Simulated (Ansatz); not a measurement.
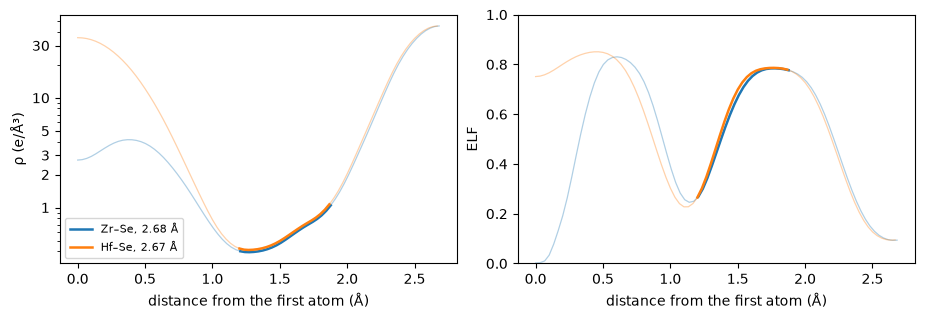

Figure. HfZr₉Se₂₀. Valence pseudo-density and ELF along straight lines between neighbouring atoms. Thin, pale parts lie inside the atomic spheres.

Space group P-1; a generated structure, not necessarily the stable one.

These are results of DFT PBE+D3(BJ), scalar-relativistic, plane waves, PAW in Ansatz 0.2.0, not measurements.

Core electrons are frozen (PAW), and the valence fields are smoothed inside the atomic spheres.

```
Hf Zr Se
1.0
     0.00011    6.46603    6.03825
     0.00017    6.46684   -6.03911
    -9.33315    3.23301   -0.00017
Hf Zr Se
1 9 20
Direct
  0.00000 0.00000 0.50000
  0.19993 0.19996 0.69993
  0.39995 0.39998 0.90005
  0.09995 0.09997 0.10007
  0.29989 0.29992 0.30008
  0.50000 0.50000 0.50000
  0.70011 0.70008 0.69992
  0.90005 0.90003 0.89993
  0.60005 0.60002 0.09995
  0.80007 0.80004 0.30007
  0.29745 0.03350 0.50005
  0.49888 0.23415 0.70002
  0.69925 0.43438 0.89986
  0.39914 0.13426 0.09996
  0.59890 0.33416 0.29999
  0.79911 0.53430 0.49994
  0.99961 0.73566 0.69860
  0.19911 0.93423 0.90022
  0.89926 0.63439 0.09994
  0.09891 0.83497 0.30137
  0.50112 0.76585 0.29998
  0.70255 0.96650 0.49995
  0.90109 0.16503 0.69863
  0.60086 0.86574 0.90004
  0.80089 0.06577 0.09978
  0.00039 0.26434 0.30140
  0.20089 0.46570 0.50006
  0.40110 0.66584 0.70001
  0.10074 0.36561 0.90006
  0.30075 0.56562 0.10014
```

**Compare the contacts.**

Zr–Se (2.68 Å): the density is about 0.4 e/Å³ at the midpoint; the ELF is about 0.45 at the midpoint.
Hf–Se (2.67 Å): ρ is about 0.42 e/Å³ halfway; the ELF is about 0.45 at the midpoint.
